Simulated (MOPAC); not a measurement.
## CH5Ge: geometry relaxation (part 1 of 2)

The run: geometry relaxation of CH5Ge, multiplicity 2, SMILES [CH2][GeH3]. Method and program: PM6-DH+, unrestricted, dispersion DH+ (MOPAC 23.2.5).

The atoms were displaced at random from an optimised geometry.

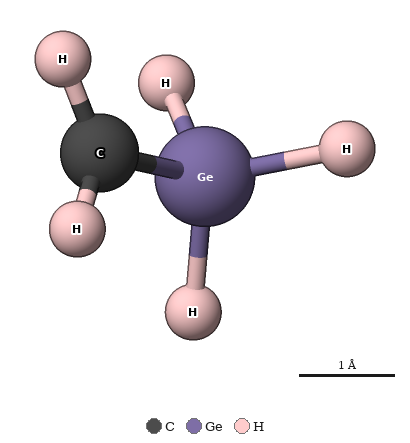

The starting structure (ball-and-stick view, seen at a tilt). Sticks mark near contacts. Bond lengths as drawn: C–Ge 1.92 Å, C–H 1.07 to 1.10 Å and Ge–H 1.51 to 1.56 Å.

## Summary

```tsv
quantity	value
outcome	converged
total energy	−9.877238 hartree
dispersion energy	−0.000156 hartree
heat of formation	44.27 kcal/mol
basis functions	13
largest force	0.002 eV/Å
⟨S²⟩	0.757
dipole moment	0.40 D
hardware	1 thread of Arm Neoverse V2, 24 GiB of memory available, shared host
peak memory	0.086 GiB
```

## Notes

MOPAC's energies along a path are heats of formation.

## The input (job.mop)
```
CYCLES=300 GNORM=0.05 UHF PRECISE BONDS DISP PM6-DH+ THREADS=1 AUX(PRECISION=6)
job CH5Ge

C     -0.223454    -1.143929     0.105442
Ge     0.185524     0.724430    -0.096011
H     -1.170938    -1.568385    -0.249790
H      0.429686    -1.822411     0.616442
H     -0.440779     1.267268    -1.386794
H     -0.421114     1.554367     1.079357
H      1.685831     0.921295    -0.110832
```

Command:
```bash
mopac job.mop
```

## Log
```
MOPAC v23.2.5
PM6-DH+ CALCULATION RESULTS

 *  PM6-DH+    - CORRECT DISPERSION AND HYDROGEN BOND TERMS USING PM6-DH+
 *  UHF        - UNRESTRICTED HARTREE-FOCK CALCULATION
 *  PRECISE    - TIGHTER CRITERIA TO BE USED
 *  THREADS=1  - MULTI-THREADING NOT USED
 *  CYCLES=    - DO A MAXIMUM OF 300 STEPS
 *  GNORM      - EXIT WHEN GRADIENT NORM DROPS BELOW 0.050
 *  AUX        - OUTPUT AUXILIARY INFORMATION
 *  DISP       - PRINT DISPERSION AND HYDROGEN BOND ENERGIES
 *  BONDS      - FINAL BOND-ORDER MATRIX TO BE PRINTED
CYCLES=300 GNORM=0.05 UHF PRECISE BONDS DISP PM6-DH+ THREADS=1 AUX(PRECISION=6)
 job CH5Ge

   ATOM   CHEMICAL          X               Y               Z
  NUMBER   SYMBOL      (ANGSTROMS)     (ANGSTROMS)     (ANGSTROMS)

     1       C         -0.22345400  *  -1.14392900  *   0.10544200  *
     2      Ge          0.18552400  *   0.72443000  *  -0.09601100  *
     3       H         -1.17093800  *  -1.56838500  *  -0.24979000  *
     4       H          0.42968600  *  -1.82241100  *   0.61644200  *
     5       H         -0.44077900  *   1.26726800  *  -1.38679400  *
     6       H         -0.42111400  *   1.55436700  *   1.07935700  *
     7       H          1.68583100  *   0.92129500  *  -0.11083200  *

          CARTESIAN COORDINATES

    NO.       ATOM           X           Y           Z

     1         C         -0.2235     -1.1439      0.1054
     2        Ge          0.1855      0.7244     -0.0960
     3         H         -1.1709     -1.5684     -0.2498
     4         H          0.4297     -1.8224      0.6164
     5         H         -0.4408      1.2673     -1.3868
     6         H         -0.4211      1.5544      1.0794
     7         H          1.6858      0.9213     -0.1108

 "Third-Generation Hydrogen-Bonding Corrections for Semiempirical QM Methods and Force Fields"

           Empirical Formula: C H5 Ge  =     7 atoms

      MOLECULAR POINT GROUP   :   C1

          UHF CALCULATION, NO. OF ALPHA ELECTRONS =    7
                           NO. OF BETA  ELECTRONS =    6

          Geometry optimization using EF

          *********************************************
          *                                           *
          *                 WARNING                   *
          *                                           *
          *********************************************

          Dispersion parameters missing for Germanium

          *********************************************
          *                                           *
          *              END OF WARNING               *
          *                                           *
          *********************************************

          DIAGONAL MATRIX USED AS START HESSIAN
```

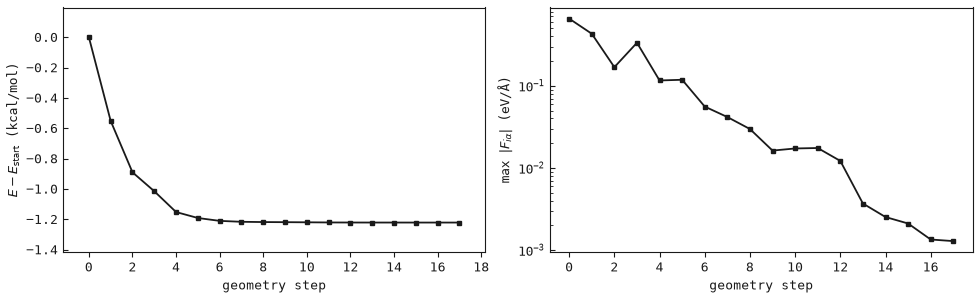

Progress of the relaxation, step by step (steps are counted from 0).

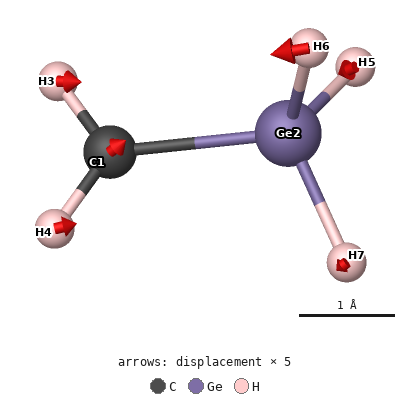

The starting structure with the displacements as red arrows, magnified 5 times (ball-and-stick view, seen at a tilt). The two geometries are laid on each other by the best rigid fit. The atom that moves furthest after the best rigid fit is H6 (0.084 Å). Largest moves by element: H 0.084 Å, C 0.047 Å, Ge 0.015 Å. Distances before and after: Ge2–H6 1.562 → 1.527 Å, C1–Ge2 1.923 → 1.894 Å, C1–H3 1.097 → 1.069 Å, Ge2–H7 1.513 → 1.526 Å. Among the angles that change: H5–Ge2–H6 106.7° → 110.8°, C1–Ge2–H6 110.8° → 107.0°. After 17 geometry steps the energy has fallen by 1.22 kcal/mol. The largest force component goes from 0.66 to 0.0013 eV/Å. (Atoms are counted from 1 in the order of the input.)

```
 CYCLE:     1 TIME:   0.004 TIME LEFT:  2.00D  GRAD.:    31.870 HEAT:  45.49260
 CYCLE:     2 TIME:   0.000 TIME LEFT:  2.00D  GRAD.:    18.732 HEAT:  44.94053
 CYCLE:     3 TIME:   0.004 TIME LEFT:  2.00D  GRAD.:     9.388 HEAT:  44.60196
 CYCLE:     4 TIME:   0.000 TIME LEFT:  2.00D  GRAD.:    10.240 HEAT:  44.47709
 CYCLE:     5 TIME:   0.000 TIME LEFT:  2.00D  GRAD.:     6.727 HEAT:  44.33986
 CYCLE:     6 TIME:   0.004 TIME LEFT:  2.00D  GRAD.:     4.808 HEAT:  44.30057
 CYCLE:     7 TIME:   0.000 TIME LEFT:  2.00D  GRAD.:     2.576 HEAT:  44.28170
 CYCLE:     8 TIME:   0.004 TIME LEFT:  2.00D  GRAD.:     1.741 HEAT:  44.27556
 CYCLE:     9 TIME:   0.000 TIME LEFT:  2.00D  GRAD.:     1.145 HEAT:  44.27381
 CYCLE:    10 TIME:   0.004 TIME LEFT:  2.00D  GRAD.:     0.659 HEAT:  44.27308
 CYCLE:    11 TIME:   0.000 TIME LEFT:  2.00D  GRAD.:     0.675 HEAT:  44.27220
 CYCLE:    12 TIME:   0.004 TIME LEFT:  2.00D  GRAD.:     0.753 HEAT:  44.27121
 CYCLE:    13 TIME:   0.000 TIME LEFT:  2.00D  GRAD.:     0.457 HEAT:  44.27080
 CYCLE:    14 TIME:   0.004 TIME LEFT:  2.00D  GRAD.:     0.183 HEAT:  44.27065
 CYCLE:    15 TIME:   0.000 TIME LEFT:  2.00D  GRAD.:     0.134 HEAT:  44.27062
 CYCLE:    16 TIME:   0.004 TIME LEFT:  2.00D  GRAD.:     0.097 HEAT:  44.27057
 CYCLE:    17 TIME:   0.000 TIME LEFT:  2.00D  GRAD.:     0.067 HEAT:  44.27056
 CYCLE:    18 TIME:   0.004 TIME LEFT:  2.00D  GRAD.:     0.048 HEAT:  44.27054

     GRADIENT =  0.04846 IS LESS THAN CUTOFF =  0.05000

 -------------------------------------------------------------------------------
 CYCLES=300 GNORM=0.05 UHF PRECISE BONDS DISP PM6-DH+ THREADS=1 AUX(PRECISION=6)
 job CH5Ge

     GEOMETRY OPTIMISED USING EIGENVECTOR FOLLOWING (EF).
     SCF FIELD WAS ACHIEVED

                              PM6-DH+ CALCULATION

          FINAL HEAT OF FORMATION =         44.27054 KCAL/MOL =     185.22793 KJ/MOL

          TOTAL ENERGY            =      -6198.06046 KCAL/MOL = ELECTRONIC ENERGY + CORE-CORE REPULSION
          ENERGY OF ATOMS         =       6242.42875 KCAL/MOL
                              SUM =         44.36829 KCAL/MOL
          DISPERSION ENERGY       =         -0.09775 KCAL/MOL
                              SUM =         44.27054 KCAL/MOL = FINAL HEAT OF FORMATION

          TOTAL ENERGY            =       -268.77334 EV
          ELECTRONIC ENERGY       =       -692.26851 EV
          CORE-CORE REPULSION     =        423.49517 EV
          COSMO AREA              =         95.57 SQUARE ANGSTROMS
          COSMO VOLUME            =         82.00 CUBIC ANGSTROMS

          GRADIENT NORM           =          0.04846          =       0.01832 PER ATOM
          IONIZATION POTENTIAL    =          9.737730 EV
          ALPHA SOMO LUMO (EV)    =         -9.738  1.441
          BETA  SOMO LUMO (EV)    =        -11.481  0.641
          NO. OF ALPHA ELECTRONS  =          7
          NO. OF BETA  ELECTRONS  =          6
          MOLECULAR WEIGHT        =         89.6405         POINT GROUP:  Cs

          MOLECULAR DIMENSIONS (Angstroms)

            Atom       Atom       Distance
            H     7    H     3     3.73173
            H     4    H     5     3.51336
            H     6    H     5     2.13193

          SCF CALCULATIONS        =         19

          WALL-CLOCK TIME         =      0.043 SECONDS
          COMPUTATION TIME        =      0.023 SECONDS

   ATOM   CHEMICAL          X               Y               Z
  NUMBER   SYMBOL      (ANGSTROMS)     (ANGSTROMS)     (ANGSTROMS)

     1       C         -0.22858470  *  -1.11221825  *   0.11164935  *
     2      Ge          0.18202857  *   0.72527830  *  -0.09664648  *
     3       H         -1.14456087  *  -1.52917017  *  -0.24804073  *
     4       H          0.43991386  *  -1.78784634  *   0.60035736  *
     5       H         -0.43583130  *   1.21103644  *  -1.40434470  *
     6       H         -0.42878850  *   1.45824569  *   1.09620236  *
     7       H          1.69932844  *   0.88320123  *  -0.11182655  *

                             CARTESIAN COORDINATES

   1    C       -0.228584698    -1.112218251     0.111649352
   2   Ge        0.182028568     0.725278297    -0.096646481
   3    H       -1.144560867    -1.529170169    -0.248040726
   4    H        0.439913862    -1.787846335     0.600357364
   5    H       -0.435831303     1.211036439    -1.404344702
   6    H       -0.428788503     1.458245694     1.096202362
   7    H        1.699328445     0.883201234    -0.111826555

           Empirical Formula: C H5 Ge  =     7 atoms

      MOLECULAR POINT GROUP   :   Cs

          ALPHA EIGENVALUES
 -23.20571 -18.74888 -14.62649 -12.40119 -11.89935 -11.67762  -9.73773   1.44077
   2.54316   2.56846   3.49427   6.12286   6.44291

           BETA EIGENVALUES
 -22.79985 -18.61776 -14.31543 -12.05635 -11.61211 -11.48134   0.64141   1.85903
   2.59338   2.75994   3.61717   6.35681   6.69368

              NET ATOMIC CHARGES AND DIPOLE CONTRIBUTIONS

  ATOM NO.   TYPE          CHARGE      No. of ELECS.   s-Pop       p-Pop
    1          C          -0.382374        4.3824     1.16312     3.21925
    2         Ge          -0.236408        4.2364     1.19218     3.04423
    3          H           0.149015        0.8510     0.85099
    4          H           0.149055        0.8509     0.85095
    5          H           0.105517        0.8945     0.89448
    6          H           0.110297        0.8897     0.88970
    7          H           0.104898        0.8951     0.89510
 DIPOLE           X         Y         Z       TOTAL
 POINT-CHG.     0.117     0.676    -0.030     0.687
 HYBRID        -0.065    -0.282     0.034     0.292
 SUM            0.052     0.394     0.004     0.397

          ATOMIC ORBITAL ELECTRON POPULATIONS

     Atom    s        px        py        pz
    1  C   1.16312   1.11689   1.06293   1.03943
    2 Ge   1.19218   1.05693   0.92468   1.06262
    3  H   0.85099
    4  H   0.85095
    5  H   0.89448
    6  H   0.88970
    7  H   0.89510

                    (SZ)    =    0.500000
                    (S**2)  =    0.756819

          ATOMIC ORBITAL SPIN POPULATIONS

    Atom   Total    s     px     py     pz
         Atomic
    1  C  1.1079  0.029  0.221  0.095  0.763
    2 Ge -0.0886 -0.010 -0.010 -0.052 -0.016
    3  H -0.0355 -0.035
    4  H -0.0355 -0.035
    5  H  0.0111  0.011
    6  H  0.0322  0.032
    7  H  0.0084  0.008

          BONDING CONTRIBUTION OF EACH ALPHA M.O.

  0.9467  0.9150  0.9645  0.8797  1.0131  1.0132  0.1535 -0.9573 -0.9841 -0.9755
 -1.0365 -0.9675 -0.9649

          BONDING CONTRIBUTION OF EACH BETA  M.O.

  0.9522  0.9258  0.9906  1.0276  1.0171  1.0326 -0.1070 -0.9778 -0.9707 -0.8986
 -1.0187 -0.9852 -0.9879

            (VALENCIES)   BOND ORDERS

     1  C     (3.947)     2 Ge 1.051     3  H 1.011     4  H 1.011

     2 Ge     (3.938)     1  C 1.051     7  H 1.016     5  H 1.016     6  H 1.008

     3  H     (0.978)     1  C 1.011

     4  H     (0.978)     1  C 1.011

     5  H     (0.989)     2 Ge 1.016

     6  H     (0.988)     2 Ge 1.008

     7  H     (0.989)     2 Ge 1.016

 *                    *
 * JOB ENDED NORMALLY *
 *                    *

 TOTAL JOB TIME:             0.04 SECONDS

 == MOPAC DONE ==
```
